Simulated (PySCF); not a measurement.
**AlHCl2 (SMILES [H][Al]([Cl])[Cl]) at 6 levels**

We compute a comparison of 6 runs (PBE/STO-6G, SVWN5/STO-6G, r2SCAN/STO-6G, BCCD(T)/STO-6G, CCSDT(Q)/STO-6G, QCISD(T)/STO-6G) of AlHCl2. The job is set up through a Python script.

Program for the calculation: PySCF 2.14.0.

11 further runs of the same task are left out: 11 set aside as unsound or not needed.

## (1) Starting point

The species is AlHCl2 (4 atoms), meant as a singlet with charge 0. As SMILES, `[H][Al]([Cl])[Cl]`. The Al1–H4 distance was set to 2.739 Å, away from the relaxed value. At this shape a bond of the SMILES string is far longer than usual.

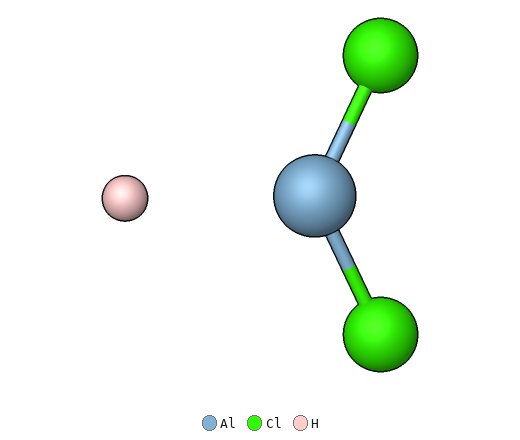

The structure, seen from a chosen angle (aluminium light blue, chlorine green, hydrogen pink).

## (2) A single-point energy at PBE/STO-6G (run 1)

The input, mol.xyz:

```xyz
4
AlCl2H
Al     0.576769     0.964100    -0.002340
Cl     2.596369     0.862160     0.012360
Cl    -0.471161     2.694650    -0.017750
H     -0.828410    -1.386630     0.001980
```

The input, job.py:

```python
from pyscf import gto, dft

mol = gto.M(
    atom='mol.xyz',
    spin=0,
    max_memory=1860,
    verbose=4,
    basis='sto-6g',
)

mf = dft.RKS(mol, xc='pbe')
mf.conv_tol = 1e-10
mf.grids.level = 5
mf.kernel()
if not mf.converged:
    mf = mf.newton().run(mf.mo_coeff, mf.mo_occ)

etot = mf.e_tot
print('Final energy', etot)
```

Launch:

```
OMP_NUM_THREADS=1 python job.py
```

The program printed:

```text
PySCF version 2.14.0

[... 81 lines left out ...]
converged SCF energy = -1158.75022124225
Final energy -1158.750221242246
```

It took 4.8 s on 1 thread of Arm Neoverse V2, shared host; peak memory 0.23 GiB.

## (3) The energy at SVWN5/STO-6G (run 2)

The input, input.py:

```python
from pyscf import gto, dft

system = gto.Mole()
system.atom = '''
Al     1.089935     1.821885    -0.004422
Cl     4.906426     1.629246     0.023357
Cl    -0.890365     5.092151    -0.033543
H     -1.565468    -2.620351     0.003742
'''
system.max_memory = 1860
system.verbose = 3
system.basis = 'sto-6g'
system.spin = 0
system.unit = 'bohr'
system.charge = 0
system.build()

calc0 = dft.RKS(system, xc='svwn')
calc0.conv_tol = 1e-10
calc0.grids.level = 5
calc0.kernel()
if not calc0.converged:
    calc0 = calc0.newton().run(calc0.mo_coeff, calc0.mo_occ)

etot = calc0.e_tot
print('Final energy', etot)
```

Launch:

```
OMP_NUM_THREADS=1 python input.py
```

The program printed:

```text
converged SCF energy = -1155.11065724709
Final energy -1155.1106572470908
```

Wall time 3 s (1 thread of Arm Neoverse V2, shared host); peak memory 0.15 GiB.

Run 3 isn't shown in full; the table further down has it.

## (4) A single-point energy at BCCD(T)/STO-6G (run 4)

The input, calc.py:

```python
from pyscf import gto, scf, cc
from pyscf.cc.bccd import bccd_kernel_

mol = gto.M(
    atom='''
Al     1.089935     1.821885    -0.004422
Cl     4.906426     1.629246     0.023357
Cl    -0.890365     5.092151    -0.033543
H     -1.565468    -2.620351     0.003742
''',
    verbose=4,
    charge=0,
    max_memory=1860,
    unit='bohr',
    basis='sto-6g',
)

myscf = scf.RHF(mol)
myscf.conv_tol = 1e-10
myscf.kernel()
if not myscf.converged:
    myscf = myscf.newton().run(myscf.mo_coeff, myscf.mo_occ)

mycc = cc.CCSD(myscf, frozen=15).run()
mycc = bccd_kernel_(mycc, diis=True)
e_t = mycc.ccsd_t()
etot = mycc.e_tot + e_t
print('Final energy', etot)
```

Launch:

```
OMP_NUM_THREADS=1 python calc.py
```

The program printed:

```text
PySCF version 2.14.0

[... 54 lines left out ...]
converged SCF energy = -1157.47222515187
[... 12 lines left out ...]
Init t2, MP2 energy = -1157.54944123931  E_corr(MP2) -0.0772160874423613
[... 11 lines left out ...]
CCSD converged
[... 25 lines left out ...]
CCSD converged
[... 25 lines left out ...]
CCSD converged
[... 22 lines left out ...]
CCSD converged
[... 18 lines left out ...]
CCSD converged
[... 3 lines left out ...]
Final energy -1157.6029295472217
```

It took 1.2 s on 1 thread of Arm Neoverse V2, shared host; peak memory 0.1 GiB.

Run 5 isn't shown in full; the table further down has it.

## (5) A single-point energy at QCISD(T)/STO-6G (run 6)

The input, input.py:

```python
from pyscf import gto, scf, cc

mol = gto.M(
    atom='''
Al   0.576769   0.964100  -0.002340
Cl   2.596369   0.862160   0.012360
Cl  -0.471161   2.694650  -0.017750
H   -0.828410  -1.386630   0.001980
''',
    basis='sto-6g',
    spin=0,
    verbose=3,
    max_memory=1860,
)

mf = scf.RHF(mol)
mf.conv_tol = 1e-10
mf.kernel()
if not mf.converged:
    mf = mf.newton().run(mf.mo_coeff, mf.mo_occ)

mycc = cc.QCISD(mf, frozen=15)
mycc.kernel()
e_t = mycc.qcisd_t()
energy = mycc.e_tot + e_t
print(f'total energy: {energy:.8f} hartree')
```

Launch:

```
OMP_NUM_THREADS=1 python input.py
```

The program printed:

```text
converged SCF energy = -1157.47222513183
E(QCISD) = -1157.600057589804  E_corr = -0.1278324579719746
QCISD(T) correction = -0.0030600227033575
total energy: -1157.60311761 hartree
```

Run time: 1.1 s. Hardware: 1 thread of Arm Neoverse V2, shared host; peak memory 0.1 GiB.

## (6) Overview of the runs

```
run            level  integration grid  frozen core orbitals   energy (Eh)  dipole moment (D) of the reference  HOMO energy (eV)  LUMO energy (eV)  wall time
  1       PBE/STO-6G                 5                     –  -1158.750221                                0.72             -3.37             -0.93      4.8 s
  2     SVWN5/STO-6G                 5                     –  -1155.110657                                1.02             -3.32             -0.86        3 s
  3    r2SCAN/STO-6G                 5                     –  -1159.268564                                0.66             -3.57             -0.91      6.3 s
  4   BCCD(T)/STO-6G                 –                    15  -1157.602930                                   –                 –                 –      1.2 s
  5  CCSDT(Q)/STO-6G                 –                    15  -1157.603170                                0.77             -6.04              2.95      2.6 s
  6  QCISD(T)/STO-6G                 –                    15  -1157.603118                                0.77             -6.04              2.95      1.1 s
```

## (7) Outcome

```
                                           quantity           value
                                run 6: total energy  -1157.60312 Eh
        run 6: dipole moment (Hartree–Fock density)          0.77 D
         run 6: HOMO energy (Hartree–Fock orbitals)        -6.04 eV
         run 6: LUMO energy (Hartree–Fock orbitals)         2.95 eV
       run 6: HOMO–LUMO gap (Hartree–Fock orbitals)         8.99 eV
run 6: correlation energy (15 core orbitals frozen)      -130.9 mEh
                              run 6: (T) correction       -3.06 mEh
                               run 6: T1 diagnostic           0.023
```

In words: Over runs 1, 2, 3 the dipole moment (its size) runs from 0.66 D (r2SCAN/STO-6G) to 1.02 D (SVWN5/STO-6G). Over runs 1, 2, 3 the HOMO–LUMO gap runs from 2.44 eV (PBE/STO-6G) to 2.66 eV (r2SCAN/STO-6G). Totals of different functionals can't be ranked against each other. In runs 1, 2, 3, 4, 5, 6 the basis is minimal, so the values are rough. All runs together took 19 s, the longest 6.3 s.
